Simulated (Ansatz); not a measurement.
# GeH$_{5}$Si$_{2}$ (SMILES [SiH2]1[SiH2][GeH-]1) (charge −1): what the fields show

Input file:

```
crystal:
  periodic: [false, false, false]
  atoms:
    - {symbol: Ge, position_ang: [-1.491773, 2.239311, -0.171696]}
    - {symbol: Si, position_ang: [-2.572777, 0.074672, -0.772654]}
    - {symbol: Si, position_ang: [-1.590753, 0.253482, 1.332369]}
    - {symbol: H, position_ang: [-4.064764, -0.193073, -0.847710]}
    - {symbol: H, position_ang: [-1.910199, -0.904959, -1.725954]}
    - {symbol: H, position_ang: [-0.374133, -0.625277, 1.567058]}
    - {symbol: H, position_ang: [-2.478257, 0.095847, 2.553366]}
    - {symbol: H, position_ang: [-2.932338, 2.627059, 0.467505]}
basis:
  gaussian:
    orbitals: def2-TZVPD
total_charge: -1
hamiltonian:
  xc: {name: PBE0}
output:
  forces: true
  orbitals: {seedname: orbitals}
```

Run with:

```sh
ansatz run input.yaml --threads 2 --pin off --max-ram 4350MiB --events-out events.jsonl --progress --plain --runs-dir runs
```

Geometry: PBE-D3(BJ)/def2-SVPD.

Level of theory: isolated molecule in a Gaussian basis; Kohn-Sham density functional theory, functional PBE0 (Ansatz).

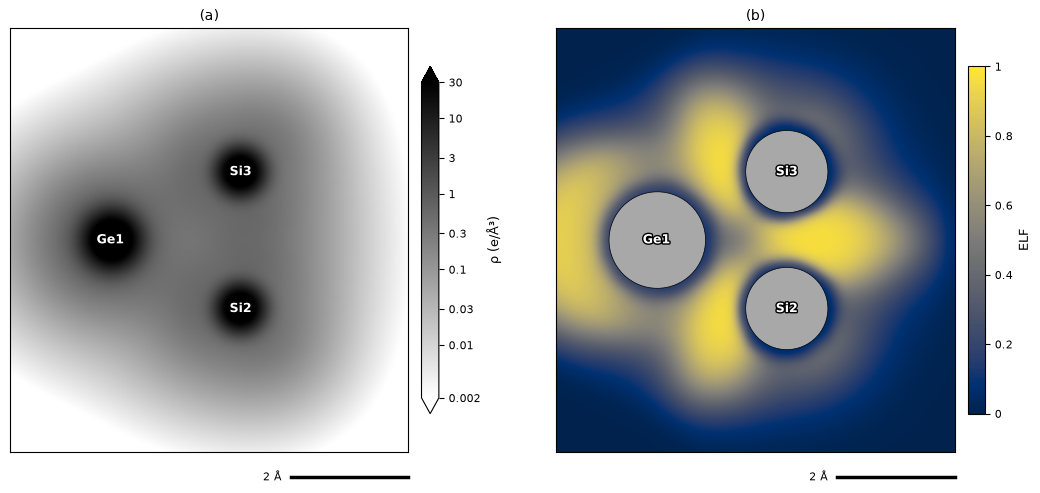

Figure 1. (a) total electron density; (b) ELF on the plane of atoms Si2, Ge1 and Si3. Grey discs cover the atomic cores in the ELF map.

**Describe what can be read from this map.**

The section cuts through Ge and Si sites. Si–Si (2.33 Å): ρ is about 0.58 e/Å³ halfway; the ELF peaks at about 0.95 between the atoms; a covalent bond. Si–Ge (2.49 Å): ρ is about 0.45 e/Å³ halfway; the ELF peaks at about 0.85 between the atoms: a covalent bond.

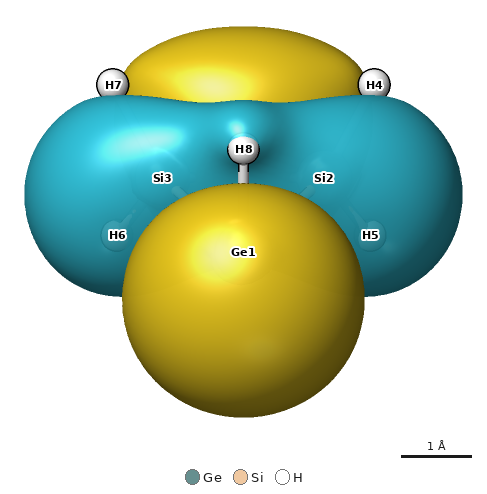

Figure 2. The HOMO at ±0.05 Å⁻³ᐟ² (yellow and cyan are the two phases), seen from one side.

**What is the character of this orbital?**

It lies mainly on Ge1 (about 40 %), Si2 (about 25 %) and Si3 (about 25 %). Its energy is −0.91 eV.

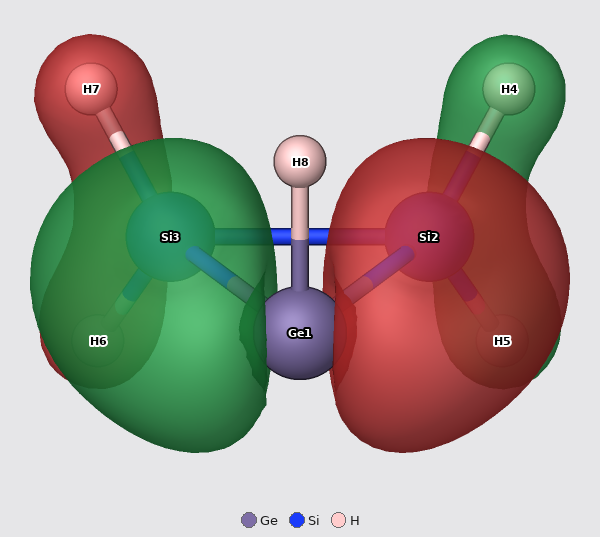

Figure 3. The HOMO−1 at ±0.1 Å⁻³ᐟ² (green and red are the two phases), seen from one side.

**Describe this orbital and give its energy.**

By Hirshfeld shares it lies mainly on Ge1 (about 40 %), Si2 (about 25 %) and Si3 (about 25 %). Its energy is −1.68 eV.
